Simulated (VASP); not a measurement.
Band structure of LiBr (space group Fm-3m). Level of theory: PBE GGA, VASP's PBE PAW potentials (set 64) (plane waves; VASP).

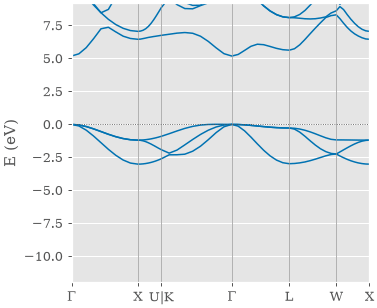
*Bands along high-symmetry lines, zero at the valence-band maximum or, without a gap, the Fermi level*

Task: Read the plot: is there a gap, and where are the band edges?

Result: The gap is indirect, 5.18 eV, from the valence maximum at K-Γ at 0.78 to the conduction minimum at Γ.

The structure is a typed LiBr crystal. The cell was not relaxed at this level.
